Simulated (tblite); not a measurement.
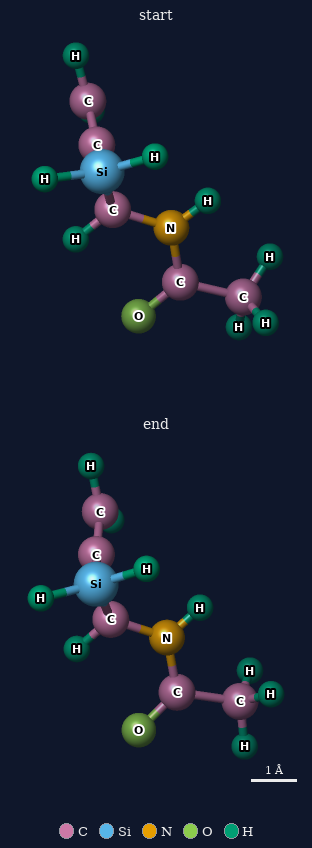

The structure of C5H9NOSi before (top) and after (bottom) a relaxation, at one scale.

Style: ball-and-stick. Shown from a free direction.

All numbers below come from GFN2-xTB geometry optimisation, gas phase (tblite 0.8.0). 

> Summarise the run.

Over 137 geometry steps the energy falls by 0.586 eV. The largest move after the best rigid fit is that of an H atom, 0.86 Å. Largest moves by element: H 0.86 Å, O 0.36 Å, C 0.29 Å, N 0.17 Å, Si 0.17 Å. Among the contacts that change: C–N 1.434 → 1.352 Å, C–Si 1.859 → 1.923 Å, H–N 1.054 → 1.008 Å, C–O 1.257 → 1.214 Å. Among the angles between lasting bonds that change: C–C–C 143.8° → 135.5°, N–C–H 116.6° → 108.8°, Si–C–N 119.7° → 126.3°. Groups turn about C–C by about 30°. The run took 2.3 s on 1 thread of AMD EPYC (shared host).
